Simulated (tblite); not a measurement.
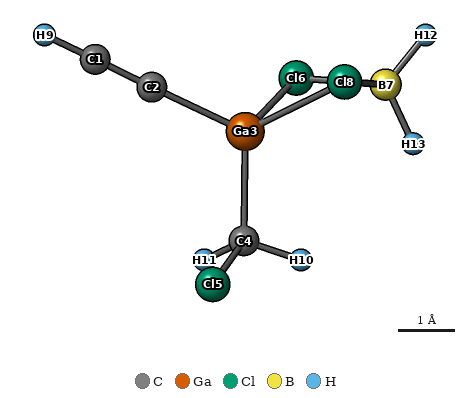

*The structure as given in the input (ball-and-stick view, seen at a tilt; atoms are numbered from 1 in the order of the input). Sticks mark near contacts.*

Bond lengths as drawn: B–Cl 1.86 Å, B–H 1.18 to 1.20 Å, Cl–Ga 2.19 Å, C–C 1.20 Å, C–Cl 1.81 Å, C–Ga 1.95 to 1.98 Å and C–H 1.07 to 1.11 Å.

**Geometry relaxation, with input and output: C3H5BCl3Ga**

- system: C3H5BCl3Ga, SMILES C#[C][Ga-]1([CH2]Cl)[Cl+][BH2-][Cl+]1
- method: GFN2-xTB geometry optimisation, gas phase (tblite 0.8.0)

It belongs to a series of runs on one base structure; here: H on C replaced by Cl.

**Log**
```
step      E/eV     max force
  0    -682.54276    1.404
  1    -682.60157    2.523
  2    -682.70058    0.562
  3    -682.72448    0.435
  4    -682.75444    0.374
  5    -682.76921    0.430
  6    -682.78881    0.332
  7    -682.79998    0.281
  8    -682.80851    0.310
  9    -682.81598    0.384
 10    -682.82668    0.384
 11    -682.83892    0.320
 12    -682.84995    0.304
 13    -682.85831    0.318
 14    -682.86608    0.314
 15    -682.87459    0.328
 16    -682.88444    0.368
 17    -682.89468    0.367
 18    -682.90330    0.292
 19    -682.91089    0.225
 20    -682.91739    0.212
 21    -682.92239    0.265
 22    -682.92678    0.258
 23    -682.92983    0.152
 24    -682.93181    0.171
 25    -682.93402    0.198
 26    -682.93745    0.210
 27    -682.94235    0.286
 28    -682.94822    0.280
 29    -682.95422    0.210
 30    -682.96035    0.199
 31    -682.96560    0.215
 32    -682.97133    0.216
 33    -682.97518    0.168
 34    -682.97715    0.099
 35    -682.97820    0.072
 36    -682.97913    0.100
 37    -682.97999    0.091
 38    -682.98083    0.099
 39    -682.98172    0.093
 40    -682.98282    0.114
 41    -682.98412    0.112
 42    -682.98560    0.097
 43    -682.98727    0.131
 44    -682.98906    0.118
 45    -682.99081    0.109
 46    -682.99222    0.108
 47    -682.99330    0.085
 48    -682.99437    0.103
 49    -682.99594    0.172
 50    -682.99855    0.259
 51    -683.00212    0.260
 52    -683.00585    0.181
 53    -683.00895    0.175
 54    -683.01218    0.155
 55    -683.01581    0.157
 56    -683.02044    0.137
 57    -683.02213    0.121
 58    -683.02309    0.088
 59    -683.02390    0.073
 60    -683.02470    0.072
 61    -683.02529    0.049
 62    -683.02556    0.057
 63    -683.02574    0.045
 64    -683.02592    0.033
 65    -683.02612    0.034
 66    -683.02632    0.035
 67    -683.02654    0.044
 68    -683.02681    0.048
 69    -683.02712    0.045
 70    -683.02738    0.037
 71    -683.02752    0.022
 72    -683.02760    0.021
 73    -683.02767    0.024
 74    -683.02774    0.022
 75    -683.02781    0.022
 76    -683.02788    0.024
 77    -683.02797    0.030
 78    -683.02808    0.033
 79    -683.02819    0.028
 80    -683.02827    0.020
 81    -683.02833    0.017
 82    -683.02838    0.018
 83    -683.02844    0.021
 84    -683.02848    0.026
 85    -683.02852    0.018
 86    -683.02854    0.016
 87    -683.02857    0.016
 88    -683.02863    0.025
 89    -683.02872    0.049
 90    -683.02886    0.057
 91    -683.02902    0.053
 92    -683.02914    0.024
 93    -683.02922    0.020
 94    -683.02927    0.031
 95    -683.02932    0.034
 96    -683.02938    0.038
 97    -683.02943    0.016
 98    -683.02945    0.016
 99    -683.02948    0.020
100    -683.02953    0.028
101    -683.02961    0.041
102    -683.02968    0.025
103    -683.02973    0.022
104    -683.02974    0.020
105    -683.02975    0.010
106    -683.02976    0.008
```

**Trajectory as extended XYZ (Å, eV, eV/Å), 8 of the 107 frames kept, from step=0 to step=106**
```
13
Properties=species:S:1:pos:R:3:forces:R:3 step=0 energy=-682.54276
C    -1.4549    3.0633    0.4778   -0.5780   1.2510   0.2660
C    -0.9567    1.9884    0.2853    0.4470  -0.4290  -0.0160
Ga   -0.1302    0.2415    0.0365   -0.8540   0.7460   0.3260
C    -1.4080   -1.2470   -0.2663   -0.2920  -0.5600  -0.3100
Cl   -2.6556   -1.3669    1.0394    0.4240   0.1080  -0.1350
Cl    1.5389    0.2465   -1.3849    0.5170   0.0190  -1.1630
B     2.4493   -0.8350   -0.1691    0.0100  -0.4880  -0.2420
Cl    1.5802   -0.1922    1.3403    0.5010  -0.2920   1.0830
H    -1.9098    4.0198    0.6569    0.2480  -0.5790  -0.1420
H    -0.8355   -2.1966   -0.2923   -0.6200   0.0680  -0.1380
H    -1.9948   -1.0930   -1.1923    0.2970  -0.4000   0.2450
H     3.6129   -0.6467   -0.1871   -0.1140   0.2650   0.1420
H     2.1597   -1.9816   -0.3619    0.0130   0.2910   0.0830
13
Properties=species:S:1:pos:R:3:forces:R:3 step=15 energy=-682.87459
C    -1.4516    3.1418    0.5233   -0.0290  -0.0500  -0.0060
C    -0.8856    2.0804    0.4160   -0.1520  -0.0870  -0.0530
Ga   -0.2486    0.2669    0.0565    0.3190   0.0230   0.0740
C    -1.3754   -1.3385   -0.3915   -0.2140  -0.0530   0.0000
Cl   -2.4199   -1.1314    1.0791    0.1070   0.1010  -0.0180
Cl    1.5257    0.1854   -1.4652    0.0670  -0.0270   0.0250
B     2.4418   -0.8402   -0.1751    0.0190  -0.0770  -0.0400
Cl    1.5343   -0.2948    1.4008   -0.0760  -0.0870  -0.0940
H    -1.9415    4.0725    0.6350    0.1190  -0.0450   0.0210
H    -0.9580   -2.3475   -0.3456    0.0590   0.0980   0.0310
H    -2.0356   -1.2769   -1.2556   -0.0840  -0.0480  -0.0230
H     3.5797   -0.5230   -0.1284   -0.1740   0.0470   0.0440
H     2.2302   -1.9942   -0.3670    0.0380   0.2060   0.0400
13
Properties=species:S:1:pos:R:3:forces:R:3 step=30 energy=-682.96035
C    -1.4296    3.1010    0.5202    0.0270   0.0160  -0.0160
C    -0.9702    2.0055    0.3097    0.0550   0.0300  -0.0410
Ga   -0.2472    0.2381   -0.0809   -0.0290  -0.1190   0.0780
C    -1.4537   -1.3539   -0.4303    0.1140   0.0940  -0.1250
Cl   -2.2503   -0.9362    1.1427   -0.0440  -0.0780   0.0810
Cl    1.5951    0.2090   -1.4702    0.0700   0.0450   0.0360
B     2.4789   -0.8089   -0.1466   -0.0690  -0.0020  -0.0760
Cl    1.3948   -0.4716    1.3671   -0.0630   0.0140  -0.1370
H    -1.8289    4.0609    0.7047    0.0030  -0.0420   0.0130
H    -1.0033   -2.3476   -0.3241   -0.1720   0.0990  -0.0120
H    -2.2306   -1.3715   -1.1963    0.0570  -0.0850   0.1060
H     3.5604   -0.3763    0.0345   -0.0690  -0.0310  -0.0030
H     2.3802   -1.9479   -0.4482    0.1220   0.0590   0.0950
13
Properties=species:S:1:pos:R:3:forces:R:3 step=45 energy=-682.99081
C    -1.3485    3.0664    0.4908   -0.0280   0.0570   0.0200
C    -0.8855    1.9948    0.1908   -0.0110  -0.1080   0.0140
Ga   -0.2727    0.1801   -0.1597   -0.0090   0.0150   0.0470
C    -1.5515   -1.3581   -0.4356   -0.0020   0.0080   0.0650
Cl   -2.1997   -0.9407    1.2169    0.0140  -0.0230  -0.0540
Cl    1.6273    0.2352   -1.4620   -0.0130  -0.0270  -0.0550
B     2.5112   -0.7495   -0.1299   -0.0320   0.0510   0.0230
Cl    1.2890   -0.6165    1.3012    0.0010   0.0240  -0.0140
H    -1.7496    4.0082    0.7411    0.0140   0.0590  -0.0110
H    -1.1189   -2.3582   -0.3536   -0.0730  -0.0100  -0.0340
H    -2.4016   -1.3799   -1.1132    0.0210   0.0010  -0.0060
H     3.5127   -0.2067    0.1585    0.0490   0.0120   0.0220
H     2.5836   -1.8747   -0.4631    0.0690  -0.0590  -0.0180
13
Properties=species:S:1:pos:R:3:forces:R:3 step=61 energy=-683.02529
C    -1.2126    3.0199    0.4585    0.0100  -0.0130  -0.0010
C    -0.8430    1.8875    0.2675   -0.0070  -0.0110  -0.0190
Ga   -0.3083    0.0496   -0.1147    0.0030   0.0080   0.0050
C    -1.7098   -1.3635   -0.4498    0.0060   0.0080   0.0280
Cl   -2.2224   -1.0754    1.2740    0.0210   0.0130  -0.0370
Cl    1.5456    0.0275   -1.5135   -0.0210   0.0120   0.0050
B     2.5896   -0.6316   -0.0956   -0.0020   0.0320  -0.0320
Cl    1.2948   -0.7733    1.2650    0.0020  -0.0010   0.0350
H    -1.5369    4.0087    0.6329    0.0160  -0.0040   0.0100
H    -1.3981   -2.4058   -0.5143   -0.0060  -0.0490   0.0010
H    -2.5907   -1.2150   -1.0696   -0.0080   0.0150  -0.0110
H     3.3920    0.1750    0.2113   -0.0060  -0.0080   0.0050
H     2.9955   -1.7030   -0.3695   -0.0080  -0.0010   0.0120
13
Properties=species:S:1:pos:R:3:forces:R:3 step=76 energy=-683.02788
C    -1.1828    3.0023    0.4554    0.0070  -0.0110   0.0010
C    -0.8468    1.8632    0.2435   -0.0030   0.0100   0.0120
Ga   -0.3115    0.0218   -0.1122    0.0000   0.0040  -0.0070
C    -1.7208   -1.3803   -0.4538   -0.0040  -0.0040   0.0060
Cl   -2.2180   -1.0757    1.2720   -0.0140   0.0020  -0.0030
Cl    1.5336    0.0272   -1.5120    0.0060   0.0010  -0.0010
B     2.5881   -0.6045   -0.0918    0.0120   0.0030  -0.0150
Cl    1.2991   -0.7694    1.2750   -0.0080   0.0020   0.0020
H    -1.4840    3.9962    0.6420    0.0090  -0.0030  -0.0010
H    -1.4510   -2.4349   -0.5209    0.0020   0.0010  -0.0060
H    -2.5980   -1.1938   -1.0706   -0.0050  -0.0140   0.0020
H     3.3733    0.2181    0.2165    0.0020  -0.0060  -0.0070
H     3.0144   -1.6699   -0.3609   -0.0060   0.0160   0.0170
13
Properties=species:S:1:pos:R:3:forces:R:3 step=91 energy=-683.02902
C    -1.1466    2.9965    0.4674    0.0000   0.0390   0.0020
C    -0.8532    1.8489    0.2425    0.0230  -0.0470  -0.0070
Ga   -0.3275    0.0072   -0.1230   -0.0020   0.0020   0.0010
C    -1.7365   -1.3990   -0.4585    0.0100  -0.0090  -0.0170
Cl   -2.2497   -1.0736    1.2576   -0.0030  -0.0100   0.0030
Cl    1.5226    0.0169   -1.5194    0.0050  -0.0020  -0.0020
B     2.5852   -0.5798   -0.0903    0.0000  -0.0070  -0.0060
Cl    1.2962   -0.7428    1.2769   -0.0250  -0.0040   0.0030
H    -1.4135    3.9980    0.6616   -0.0100   0.0210   0.0090
H    -1.4576   -2.4522   -0.5133    0.0020  -0.0020   0.0170
H    -2.6099   -1.2296   -1.0858    0.0080   0.0080   0.0050
H     3.3621    0.2541    0.2070   -0.0060   0.0080  -0.0070
H     3.0240   -1.6443   -0.3404   -0.0020   0.0040   0.0000
13
Properties=species:S:1:pos:R:3:forces:R:3 step=106 energy=-683.02976
C    -1.1216    3.0052    0.4762   -0.0020   0.0010   0.0030
C    -0.8478    1.8547    0.2386    0.0010   0.0030   0.0000
Ga   -0.3383    0.0092   -0.1311   -0.0010   0.0010   0.0010
C    -1.7313   -1.4129   -0.4599   -0.0010  -0.0010  -0.0040
Cl   -2.2688   -1.0725    1.2461    0.0010  -0.0010  -0.0040
Cl    1.5095    0.0026   -1.5298   -0.0010  -0.0030  -0.0010
B     2.5706   -0.5715   -0.0913    0.0030   0.0050   0.0010
Cl    1.2778   -0.7401    1.2738    0.0030   0.0000   0.0010
H    -1.3767    4.0078    0.6840    0.0030  -0.0040  -0.0040
H    -1.4372   -2.4629   -0.4953   -0.0010   0.0030   0.0050
H    -2.5988   -1.2629   -1.0997   -0.0010  -0.0010   0.0020
H     3.3349    0.2764    0.2005   -0.0050  -0.0060   0.0030
H     3.0233   -1.6326   -0.3298    0.0000   0.0040  -0.0040
```

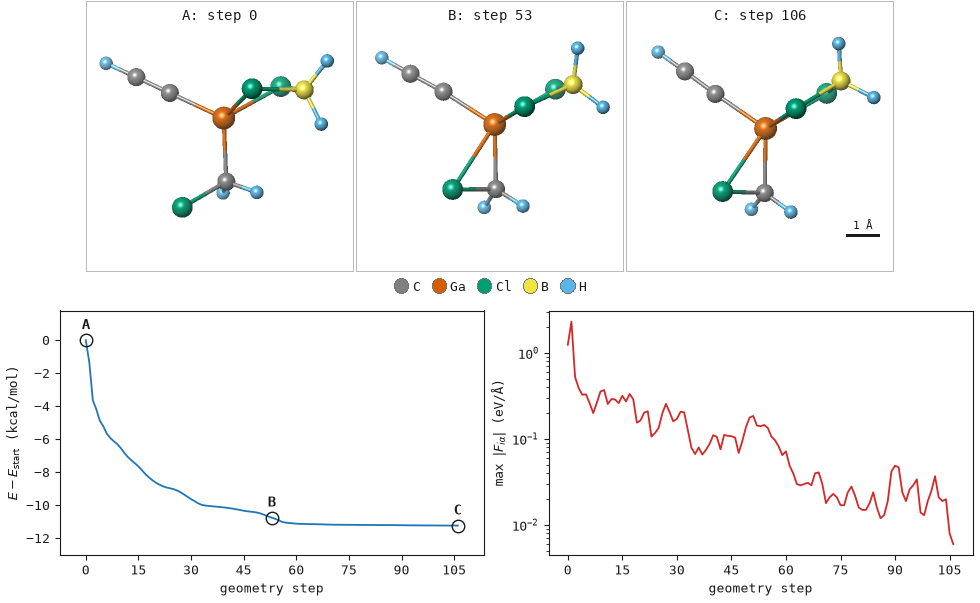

*Frames of the relaxation (ball-and-stick view, seen at a tilt) above the curves, on which the letters mark them (steps are counted from 0).*

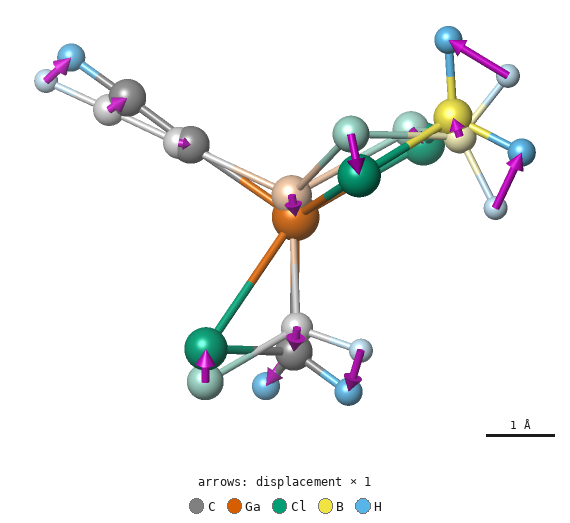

*Start (faint) and end (solid) with the displacements as pink arrows, at true length (ball-and-stick view, seen at a tilt). The two geometries are laid on each other by the best rigid fit.*

The energy falls by 11.2 kcal/mol in 106 geometry steps. Largest force component: 1.3 eV/Å at the start, 0.006 eV/Å at the end. H12 moves most after the best rigid fit: 1.04 Å. Largest moves by element: H 1.04 Å, Cl 0.63 Å, C 0.41 Å, Ga 0.35 Å, B 0.30 Å. Among the contacts that change: Ga3–Cl5 3.158 → 2.606 Å, Ga3–Cl6 2.192 → 2.317 Å, Ga3–Cl8 2.194 → 2.269 Å, Ga3–C4 1.985 → 2.018 Å. Among the angles that change: Ga3–C4–Cl5 112.5° → 85.4°, Ga3–C4–H11 111.4° → 123.3°, Ga3–C4–H10 108.3° → 119.8°. (Atoms are counted from 1 in the order of the input.)

This output came from the following input.

**Input file**
```
{"job": {"kind": "relax", "xc": "GFN2-xTB", "basis": "xTB"}, "charge": 0, "multiplicity": 1}
C     -1.454900     3.063300     0.477800
C     -0.956700     1.988400     0.285300
Ga    -0.130200     0.241500     0.036500
C     -1.408000    -1.247000    -0.266300
Cl    -2.655600    -1.366900     1.039400
Cl     1.538900     0.246500    -1.384900
B      2.449300    -0.835000    -0.169100
Cl     1.580200    -0.192200     1.340300
H     -1.909800     4.019800     0.656900
H     -0.835500    -2.196600    -0.292300
H     -1.994800    -1.093000    -1.192300
H      3.612900    -0.646700    -0.187100
H      2.159700    -1.981600    -0.361900
```

The first line tells a small driver script what to run in tblite; the rest is the geometry in Å.

Launch command:
```bash
OMP_NUM_THREADS=1 python <driver script> task.json out
```

**Results in brief**

- outcome: converged
- total energy: −683.0298 eV
- hardware: 1 CPU thread, shared host
- wall time: 1.8 s
- peak memory: 0.18 GiB
